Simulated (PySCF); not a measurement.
In(Me)(NHMe)2, SMILES [In]([NH]C)([CH3])[NH]C (C₃H₁₁InN₂), singlet at its GFN2-xTB optimised geometry (Å):

```
17

In    -0.8104     0.4466     0.0000
C     -1.9928     2.3492     0.0000
H     -3.0207     2.1237     0.2699
H     -1.9566     2.8246    -0.9769
H     -1.5499     3.0074     0.7436
N      1.2842     0.4466     0.0000
C      2.0017     1.5817    -0.5567
H      1.6771    -0.4128    -0.3758
H      2.0748     1.5716    -1.6526
H      3.0207     1.6060    -0.1537
H      1.4985     2.5022    -0.2536
N     -1.6117    -1.3094     0.8075
C     -0.7571    -2.4807     0.9192
H     -2.4863    -1.5750     0.3622
H     -0.5904    -3.0074    -0.0321
H     -1.2035    -3.1930     1.6221
H      0.2093    -2.1665     1.3183
```

Computed with PBE0/def2-SVP, def2 effective core potentials past Kr (PySCF). The core electrons that the potentials of In replace are not part of the density. Cells within 0.4 Å of a nucleus heavier than hydrogen are left out (blank, or x).

Map of the log10 of the electron density (e/bohr³), floored at −4 on the plane z = 0.8 Å:

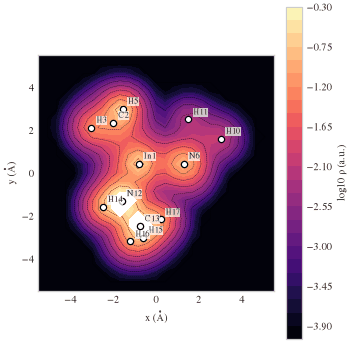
Fig. 1. Log10 of the electron density (e/bohr³), floored at −4 on the plane z = 0.8 Å.
